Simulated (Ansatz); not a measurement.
**H3NO (hydroxylamine): RPA@PBE/STO-3G**

What is the electronic atomisation energy of H3NO (hydroxylamine) at RPA@PBE/STO-3G? 

The calculation is run with Ansatz 0.2.0.

51 further runs of the same task are left out: 1 that didn't finish, 50 set aside as unsound or not needed.

### 1 The system as given

H3NO: 5 atoms, total charge 0, spin state singlet. SMILES: `NO`. Geometry: relaxed at GFN2-xTB. This is one conformer, not always the lowest.

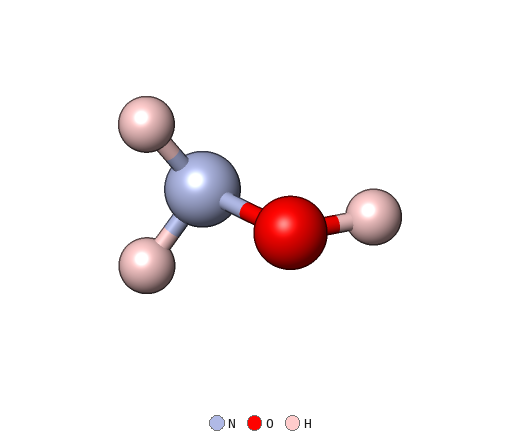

Viewed from a chosen angle; nitrogen light blue, oxygen red, hydrogen pink.

### 2 The energy at RPA@PBE/STO-3G

File run.yaml:

```yaml
crystal:
  periodic: [false, false, false]
  atoms:
    - {symbol: N, position_ang: [-0.178910, -0.366440, -0.312920]}
    - {symbol: O, position_ang: [0.371730, 0.674250, 0.501760]}
    - {symbol: H, position_ang: [-0.161770, -1.206140, 0.265260]}
    - {symbol: H, position_ang: [-1.156690, -0.114310, -0.454620]}
    - {symbol: H, position_ang: [1.125640, 1.012630, 0.000530]}
basis:
  gaussian:
    orbitals: STO-3G
hamiltonian:
  xc: {name: PBE}
correlation:
  method: rpa
  frozen_orbitals: {H: 0, "N": 1, O: 1}
accuracy: high
```

Started as:

```console
$ ansatz run run.yaml --threads 1 --pin off --max-ram 2610MiB --events-out events.jsonl --progress --plain --runs-dir runs
```

Output:

```text
Warning: RAYON_NUM_THREADS=1 ignored (pool sized by the plan → 1); use --threads N
Functional definition: PBE
  name "PBE"
  parameter kappa = 0.804
  parameter beta = 0.06672455060314922
  exchange = pbe_x(kappa = kappa, mu = beta*pi^2/3)
  correlation = pbe_c(beta = beta)
209 factors; integrals over basis functions are off by at most 3.8e-8 eV
mean field evaluation 1: about -3530.7695 eV, gradient 8.3e0 eV
mean field evaluation 2: about -3530.7205 eV, gradient 8.3e0 eV
mean field evaluation 4: about -3531.0062 eV, gradient 9.5e-1 eV
mean field evaluation 8: about -3531.0088 eV, gradient 4.0e-3 eV
mean field evaluation 16: about -3531.0088 eV, gradient 4.2e-8 eV
mean field -3531.00882880 eV, -129.7621810547 hartree, gradient 4.2e-8 eV, S^2 0.000000; 0 other end points of the search recorded, 0 dependent functions left out
2 core orbitals not correlated: weight in the atoms' cores, before any rotation towards them, 1.000 or more for the frozen orbitals, at most 0.000 for the correlated occupied ones
reference -3517.22578251 eV, -129.2556634460 hartree; 7, 7 occupied and 4, 4 virtual orbitals, 209 factors
Total energy: -3522.11517843 eV, -129.4353454317 hartree
```

Run time: 1 s. Hardware: 1 thread of Arm Neoverse V1, shared host.

### 3 The H atom, same level

File run.yaml:

```yaml
basis:
  gaussian:
    orbitals: STO-3G
crystal:
  periodic: [false, false, false]
  atoms:
    - {symbol: H, position_ang: [0.000000, 0.000000, 0.000000]}
magnetization:
  spin_polarized: true
  initial_magnetization: 1
hamiltonian:
  xc: {name: PBE}
correlation:
  method: rpa
  frozen_orbitals: {H: 0}
accuracy: high
```

Started as:

```console
$ ansatz run run.yaml --threads 1 --pin off --max-ram 2610MiB --events-out events.jsonl --progress --plain --runs-dir runs
```

Output, shortened:

```text
Warning: RAYON_NUM_THREADS=1 ignored (pool sized by the plan → 1); use --threads N
[... 6 set-up lines as earlier in the session ...]
1 factors; integrals over basis functions are off by at most 4.6e-10 eV
mean field evaluation 1: about -12.6363 eV, gradient 0.0e0 eV
mean field evaluation 2: about -12.6363 eV, gradient 0.0e0 eV
mean field -12.63630448 eV, -0.4643756244 hartree, gradient 0.0e0 eV, S^2 0.750000; 0 other end points of the search recorded, 0 dependent functions left out
reference -12.69633895 eV, -0.4665818504 hartree; 1, 0 occupied and 0, 1 virtual orbitals, 1 factors
Total energy: -12.69633895 eV, -0.4665818504 hartree
```

Run time: 0.08 s. Hardware: 1 thread of Arm Neoverse V1, shared host.

### 4 The N atom, same level

File molecule.yaml:

```yaml
crystal:
  periodic: [false, false, false]
  atoms:
    - symbol: N
      position_ang: [0.000000, 0.000000, 0.000000]
basis:
  gaussian:
    orbitals: STO-3G
magnetization:
  spin_polarized: true
  initial_magnetization: 3
hamiltonian:
  xc: {name: PBE}
correlation:
  method: rpa
  frozen_orbitals: {"N": 1}
accuracy: high
```

Run the same way, it converges to -53.74680 Eh (log not shown).

### 5 The O atom, same level

File job.yaml:

```yaml
crystal:
  periodic: [false, false, false]
  atoms:
    - symbol: O
      position_ang: [0.000000, 0.000000, 0.000000]
basis:
  gaussian:
    orbitals: STO-3G
magnetization:
  spin_polarized: true
  initial_magnetization: 2
hamiltonian:
  xc: pbe
correlation:
  method: rpa
  frozen_orbitals: {O: 1}
accuracy: high
```

Started as:

```console
$ ansatz run job.yaml --threads 1 --pin off --max-ram 2610MiB --events-out events.jsonl --progress --plain --runs-dir runs
```

Output, shortened:

```text
Warning: RAYON_NUM_THREADS=1 ignored (pool sized by the plan → 1); use --threads N
[... 6 set-up lines as earlier in the session ...]
15 factors; integrals over basis functions are off by at most 1.1e-9 eV
mean field evaluation 1: about -2012.2475 eV, gradient 3.6e-12 eV
mean field evaluation 2: about -2012.2484 eV, gradient 1.5e-11 eV
mean field evaluation 4: about -2012.2472 eV, gradient 0.0e0 eV
mean field evaluation 8: about -2012.2481 eV, gradient 2.6e-2 eV
mean field evaluation 16: about -2012.2472 eV, gradient 3.0e-11 eV
mean field -2012.24843053 eV, -73.9487658709 hartree, gradient 5.6e-24 eV, S^2 2.000000; 8 other end points of the search recorded, 0 dependent functions left out
1 core orbitals not correlated: weight in the atoms' cores, before any rotation towards them, 1.000 or more for the frozen orbitals, at most 0.000 for the correlated occupied ones
reference -2008.31323932 eV, -73.8041502613 hartree; 4, 2 occupied and 0, 2 virtual orbitals, 15 factors
Total energy: -2009.25012359 eV, -73.8385801232 hartree
```

Run time: 0.5 s. Hardware: 1 thread of Arm Neoverse V1, shared host.

### 6 What came out

At RPA@PBE/STO-3G, 2 core orbitals frozen:

| quantity | value |
| --- | --- |
| molecule: total energy | -129.43535 Eh |
| molecule: RPA correlation energy (valence) | -179.7 mEh |
| H atom: total energy | -0.46658 Eh |
| H atom: RPA correlation energy | 0.0 mEh |
| H atom: ⟨S²⟩ of the reference determinant | 0.750 |
| N atom: total energy | -53.74680 Eh |
| N atom: RPA correlation energy (valence) | -27.8 mEh |
| N atom: ⟨S²⟩ of the reference determinant | 3.750 |
| O atom: total energy | -73.83858 Eh |
| O atom: RPA correlation energy (valence) | -34.4 mEh |
| O atom: ⟨S²⟩ of the reference determinant | 2.000 |
| electronic atomisation energy | 12.251 eV |

Taking the molecule apart into free atoms costs 12.25 eV (283 kcal/mol), before zero-point energy and without spin-orbit coupling. In a minimal basis such a difference can be off by several eV, whatever the method.
